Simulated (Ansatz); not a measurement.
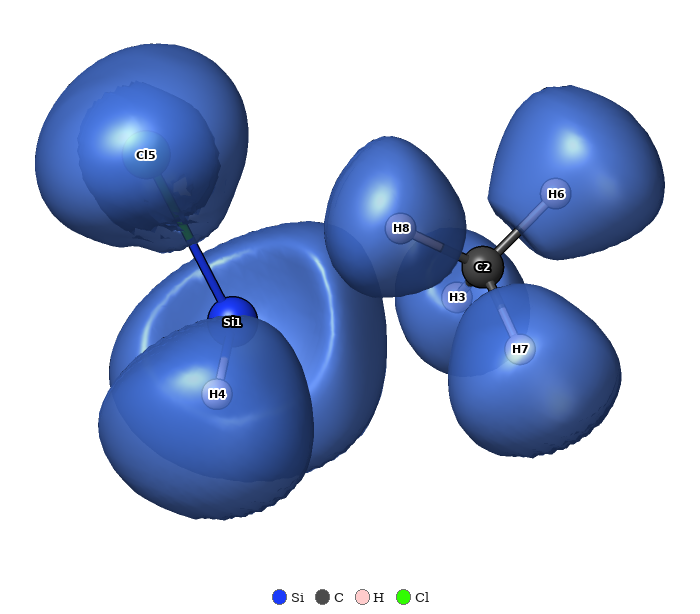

Figure. ClHSi···CH4. Isosurface of the electron localisation function at 0.8 (blue), seen at a tilt. Core shells and regions of very low density are left out.

The product side of a reaction path; geometry: PBE0-D4/def2-TZVP.

Theory: Ansatz, RKS PBE0-D4/def2-TZVPP.

| atom | x (Å) | y (Å) | z (Å) |
| --- | --- | --- | --- |
| Si | -1.0490 | 1.7259 | 0.0220 |
| C | 0.5411 | -0.9270 | -0.4785 |
| H | 0.1521 | -0.0906 | -1.0763 |
| H | -1.8234 | 0.6445 | 0.7723 |
| Cl | 0.1590 | 2.2464 | 1.6401 |
| H | 1.5608 | -1.1170 | -0.8114 |
| H | -0.0862 | -1.7999 | -0.6512 |
| H | 0.5457 | -0.6823 | 0.5830 |

Identify the bonds, lone pairs and shells in this picture.

The surface consists of five regions around hydrogen nuclei, one region on Cl in which the atom's valence shell and bonds are merged and one lobe on Si, pointing away from the bonds (lone pairs). Profiles from the grid: Si1···H3 (2.44 Å): the ELF climbs to about 1 towards the hydrogen, as it does in any bond to H. Si–Cl (2.09 Å): the ELF peaks at about 0.85 between the atoms, as expected for a polar covalent bond.
